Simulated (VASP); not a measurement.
Band structure of ZnS (zinc blende). Calculation: MS2 meta-GGA, VASP's PBE PAW potentials (set 64) (plane waves; VASP 6.6.1).

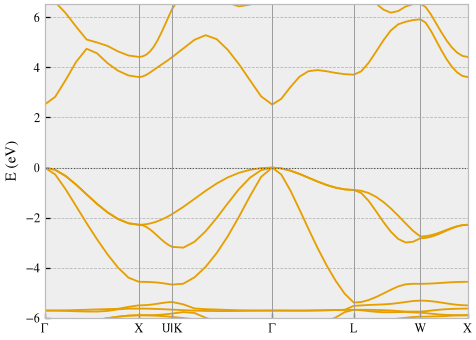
Figure: Bands along high-symmetry lines, zero at the valence-band maximum or, without a gap, the Fermi level

Task: Read the plot: is there a gap, and where are the band edges?

Result: The gap is direct, 2.52 eV, from the valence maximum at Γ to the conduction minimum at Γ.

Measured: gap 3.94 eV (computed value off by -1.42 eV), as given by Wei Chen et al., Physical Review Materials (2018), doi:10.1103/physrevmaterials.2.073803 [zero-point renormalisation of 0.1 eV added back (the table's ZPR column)].

The compound is ZnS in the zinc blende structure. It was relaxed first.
